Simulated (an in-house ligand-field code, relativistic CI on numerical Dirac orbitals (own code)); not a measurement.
**d6 in a ligand field: terms for several parameter sets**

Which terms of d6 lie lowest for given Racah parameters and ligand field?

Program: an in-house ligand-field code version 1. Level of theory: parametric ligand-field model of a d^n configuration (Racah B and C, spin-orbit zeta, crystal field), exact diagonalisation. These are calculated values, not measurements, unless marked.

**1. Starting point**

| Property | Result |
| --- | --- |
| shell | d6 |
| set 1 (cm⁻¹) | B = 880, C = 4390, Td, 10Dq = -1450 |
| set 2 (cm⁻¹) | B = 1020, C = 5140, Td, 10Dq = -11850 |
| set 3 (cm⁻¹) | B = 570, C = 2320, Td, 10Dq = -5650 |
| set 4 (cm⁻¹) | B = 740, C = 2640, D4h, 10Dq = 9850, Ds = 1890, Dt = -250 |
| set 5 (cm⁻¹) | B = 500, C = 2010, D3d, 10Dq = 30550, Dsigma = 750, Dtau = 360 |
| set 6 (cm⁻¹) | B = 1080, C = 5320, Oh, 10Dq = 31850 |
| set 7 (cm⁻¹) | B = 880, C = 3640, Oh, 10Dq = 71050 |
| set 8 (cm⁻¹) | B = 750, C = 3480, D4h, 10Dq = 22600, Ds = 1960, Dt = -760 |

**2. Set 1**

Settings of the run:

```ini
n = 6
racah_B = 880  # cm-1
racah_C = 4390  # cm-1
zeta = 0  # cm-1
symmetry = Td
field = {"10Dq": -1450}  # cm-1
```

**3. Set 2**

Settings of the run:

```ini
n = 6
racah_B = 1020  # cm-1
racah_C = 5140  # cm-1
zeta = 0  # cm-1
symmetry = Td
field = {"10Dq": -11850}  # cm-1
```

**4. Set 3**

Settings of the run:

```ini
n = 6
racah_B = 570  # cm-1
racah_C = 2320  # cm-1
zeta = 0  # cm-1
symmetry = Td
field = {"10Dq": -5650}  # cm-1
```

**5. Set 4**

Settings of the run:

```ini
n = 6
racah_B = 740  # cm-1
racah_C = 2640  # cm-1
zeta = 0  # cm-1
symmetry = D4h
field = {"10Dq": 9850, "Ds": 1890, "Dt": -250}  # cm-1
```

**6. Set 5**

Settings of the run:

```ini
n = 6
racah_B = 500  # cm-1
racah_C = 2010  # cm-1
zeta = 0  # cm-1
symmetry = D3d
field = {"10Dq": 30550, "Dsigma": 750, "Dtau": 360}  # cm-1
```

**7. Set 6**

Settings of the run:

```ini
n = 6
racah_B = 1080  # cm-1
racah_C = 5320  # cm-1
zeta = 0  # cm-1
symmetry = Oh
field = {"10Dq": 31850}  # cm-1
```

**8. Set 7**

Settings of the run:

```ini
n = 6
racah_B = 880  # cm-1
racah_C = 3640  # cm-1
zeta = 0  # cm-1
symmetry = Oh
field = {"10Dq": 71050}  # cm-1
```

**9. Set 8**

Settings of the run:

```ini
n = 6
racah_B = 750  # cm-1
racah_C = 3480  # cm-1
zeta = 0  # cm-1
symmetry = D4h
field = {"10Dq": 22600, "Ds": 1960, "Dt": -760}  # cm-1
```

(Steps that only read results are left out.)

Q: Predict the outcome of this session. Wanted: lowest terms; sets at their largest spin, of those that allow S over 1.

As calculated:

| set | 10Dq/B (size) | lowest | S | electrons in z² and x²-y² | first level of the same spin (cm⁻¹) |
| --- | --- | --- | --- | --- | --- |
| 1: Td | 1.6 | 5E | 2.00 | 3.00 | 5T2 1450 |
| 2: Td | 11.6 | 5E | 2.00 | 3.00 | 5T2 11850 |
| 3: Td | 9.9 | 5E | 2.00 | 3.00 | 5T2 5650 |
| 4: D4h | 13.3 | 5E | 2.00 | 2.00 | 5B2 6920 |
| 5: D3d | 61.1 | 1A1 | 0.00 | 0.02 | 1A2 28876 |
| 6: Oh | 29.5 | 1A1 | 0.00 | 0.05 | 1T1 28518 |
| 7: Oh | 80.7 | 1A1 | 0.00 | 0.01 | 1T1 68122 |
| 8: D4h | 30.1 | 1A1 | 0.00 | 0.04 | 1A2 20344 |

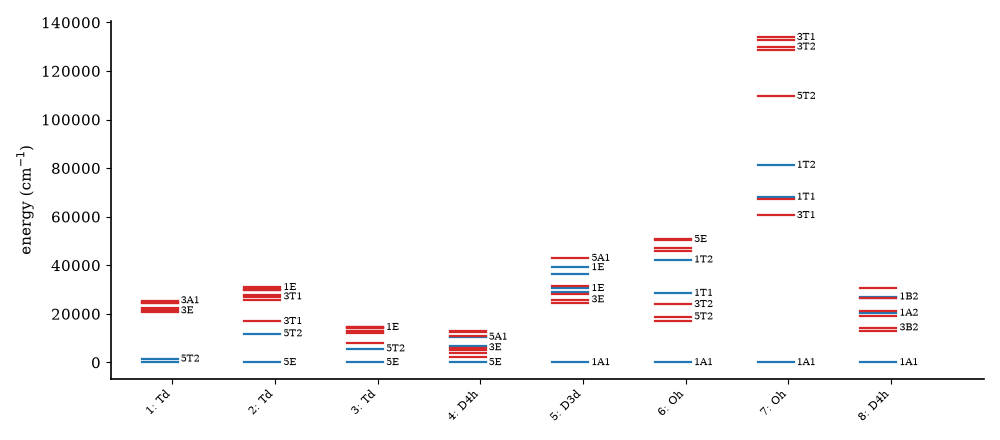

The lowest levels of each set; blue lies within 0.3 of the lowest level's S, red farther.

| quantity | value |
| --- | --- |
| lowest terms | 1: 5E, 2: 5E, 3: 5E, 4: 5E, 5: 1A1, 6: 1A1, 7: 1A1, 8: 1A1 |
| sets at their largest spin, of those that allow S over 1 | 1, 2, 3, 4 |

In words: 4 of 8 sets have the highest spin that their shell allows, S = 2. A negative 10Dq stands for a tetrahedral field. B, C and the field are free parameters here, not those of a compound.
